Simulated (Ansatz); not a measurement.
Consider HfSiW3.

Input

```
crystal:
  lattice:
    - [2.2196946279, -11.3838246613, 0.0]
    - [2.2196946279, 11.3838246613, 0.0]
    - [0.0, 0.0, 3.2745196924]
  atoms:
    - { symbol: Hf, position: [0.7950069178, 0.2049930822, 0.0] }
    - { symbol: Hf, position: [0.2049930822, 0.7950069178, 0.0] }
    - { symbol: Si, position: [0.3166399281, 0.6833600719, 0.5] }
    - { symbol: Si, position: [0.6833600719, 0.3166399281, 0.5] }
    - { symbol: W, position: [0.0, 0.0, 0.0] }
    - { symbol: W, position: [0.0991187513, 0.9008812487, 0.5] }
    - { symbol: W, position: [0.9008812487, 0.0991187513, 0.5] }
    - { symbol: W, position: [0.4044435837, 0.5955564163, 0.0] }
    - { symbol: W, position: [0.5, 0.5, 0.5] }
    - { symbol: W, position: [0.5955564163, 0.4044435837, 0.0] }
basis:
  ecutwfc: 420
kpoints:
  mp_grid: { grid: [8, 8, 10] }
hamiltonian:
  xc: pbe
scf:
  occupations: { method: gaussian, width: 0.1 }
output:
  forces: true
  stress: true
  eigenvalues: true
  write_density: true
  write_potential: true
  elf: true
  volumetric_format: npy
relax:
  adjacent_minimum: "off"
  f_tol: 0.01
  max_steps: 80
  cell: { stress_tol: 0.05 }
```

Launched as:

```sh
ansatz run input.yaml --threads 1 --pin off --max-ram 2560MiB --backend cpu --events-out ev --progress --plain --runs-dir out
```

Below, planes, directions and counts refer to the conventional cell (a = 4.44 Å, b = 22.88 Å, c = 3.26 Å, α = 90.00°, β = 90.00°, γ = 90.00°).

The fields are those of the relaxed geometry.

Space group Cmmm; a generated structure, not necessarily the stable one.

Theory: Ansatz 0.2.0, DFT PBE, scalar-relativistic, plane waves, PAW.

### What will maps of the valence pseudo-density and electron localisation function show?

Hf–Si (2.80 Å): ρ is about 0.27 e/Å³ halfway; the ELF peaks at about 0.70 in the valence shell of Si, 0.9 Å from its nucleus, and is about 0.30 at the midpoint.

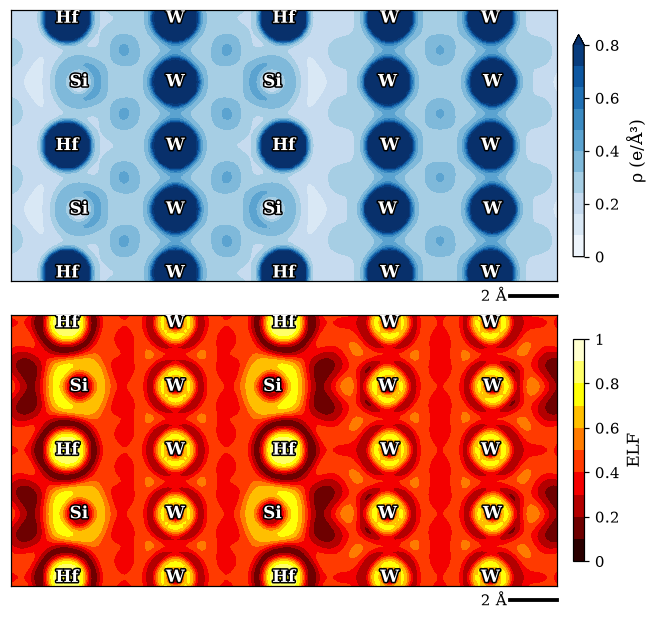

Computed valence pseudo-density and electron localisation function on the (101) plane of the conventional cell, in this order. 

In a PAW calculation such maps are meaningful between the atoms, not at the nuclei.
